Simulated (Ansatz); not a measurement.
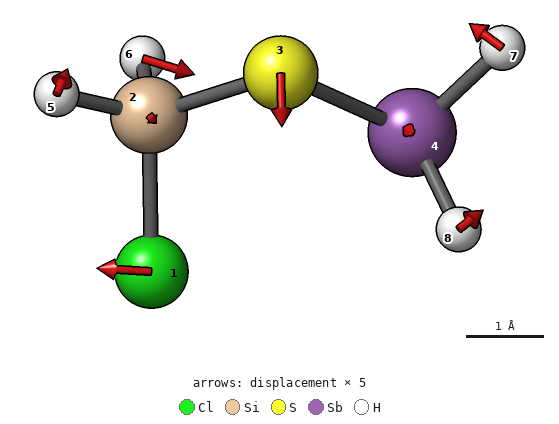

This is a relaxation of SiSbH4SCl. The starting structure is drawn; red arrows show the displacements, 5 times their true length. The two geometries are superimposed by the best rigid fit.

A ball-and-stick model, seen face on.

The start comes from PBE-D4/def2-SVP.

These are results of RKS PBE0-D4/def2-TZVP in Ansatz, not measurements. Settings: force threshold 0.005 eV/Å; at most 150 steps.

What happened in the run?

Answer. Cl1 moves most after the best rigid fit: 0.15 Å. By element the largest moves are Cl 0.15 Å, S 0.15 Å, H 0.15 Å, Sb 0.04 Å, Si 0.03 Å. Near-neighbour distances that change, for instance: S3–Sb4 2.503 → 2.443 Å, Cl1–Si2 2.095 → 2.061 Å, Sb4–H7 1.738 → 1.710 Å, Si2–S3 2.136 → 2.109 Å. Over 12 accepted moves (13 points after the start) the energy falls by 5.30 kJ/mol. Largest force component: 0.75 eV/Å at the start, 0.0017 eV/Å at the end. The line search rejected the trial step at point 5 of the run. The run took 46 s on 4 threads of Arm Neoverse V2 (shared host).
